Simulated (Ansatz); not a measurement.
# CH6B2Si: basis-set convergence

How large a basis does CH6B2Si need? Two functionals are run in growing sets.

Computed with Ansatz 0.2.0, Gaussian basis. Level: one geometry, several basis sets.

Plan: PBE0-D4/def2-SVP; ωB97M-V/def2-SVP; PBE0-D4/def2-QZVPP; ωB97M-V/def2-QZVPP; the functionals' def2-TZVPP values are taken from earlier runs.

**1. The geometry**

An earlier PBE0-D4 in a triple-zeta def2 set relaxation fixed the geometry.

SMILES `B1CB[SiH2]1`, 10 atoms, charge 0, spin multiplicity 1.

Atoms are counted from 1 here; the program's logs count them from 0.

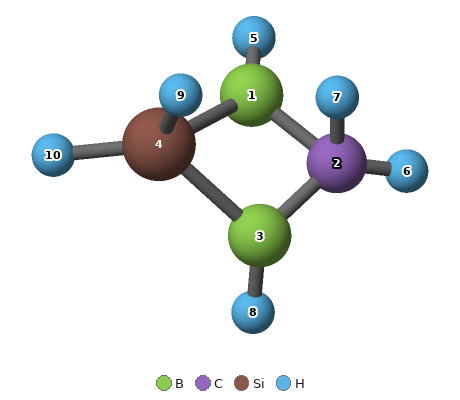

The geometry (boron green, carbon purple, silicon brown, hydrogen blue); atoms are numbered from 1 in the order of the file.

**2. PBE0-D4 in def2-SVP**

in.yaml

```yaml
crystal:
  periodic: [false, false, false]
  atoms:
    - {symbol: B, position_ang: [0.417331, -0.299461, -0.907441]}
    - {symbol: C, position_ang: [0.923697, -0.694213, 0.516642]}
    - {symbol: B, position_ang: [-0.496998, -0.452492, 0.976659]}
    - {symbol: Si, position_ang: [-0.961473, 1.046811, -0.241273]}
    - {symbol: H, position_ang: [0.830903, -0.748650, -1.932183]}
    - {symbol: H, position_ang: [1.654520, -1.450711, 0.779936]}
    - {symbol: H, position_ang: [1.450127, 0.280949, 0.209897]}
    - {symbol: H, position_ang: [-1.168754, -1.324067, 1.440800]}
    - {symbol: H, position_ang: [-0.285060, 2.338402, 0.047001]}
    - {symbol: H, position_ang: [-2.281093, 1.252331, -0.887037]}
basis:
  gaussian: {orbitals: def2-SVP}
hamiltonian: {xc: pbe0, dispersion: d4}
output: {orbitals: {seedname: orbitals}}
```

Started as:

```
> ansatz run in.yaml --threads 2 --pin off --events-out ev --progress --plain --max-ram 4352MiB
```

After this run come: ωB97M-V in def2-SVP; PBE0-D4 in def2-QZVPP; ωB97M-V in def2-QZVPP.

**Question.** What will the summary of the whole plan be? Wanted: PBE0-D4: double and triple zeta above quadruple; ωB97M-V: double and triple zeta above quadruple.

**Answer**, as computed:

| quantity | value |
| --- | --- |
| PBE0-D4: double and triple zeta above quadruple | 5.72, 0.41 eV |
| ωB97M-V: double and triple zeta above quadruple | 5.89, 0.38 eV |

What this shows: For PBE0-D4 the step from double to triple zeta gains 5.31 eV and the next only 0.41 eV. These are total energies; as a rule much of such shifts cancels in differences, which this series doesn't test.
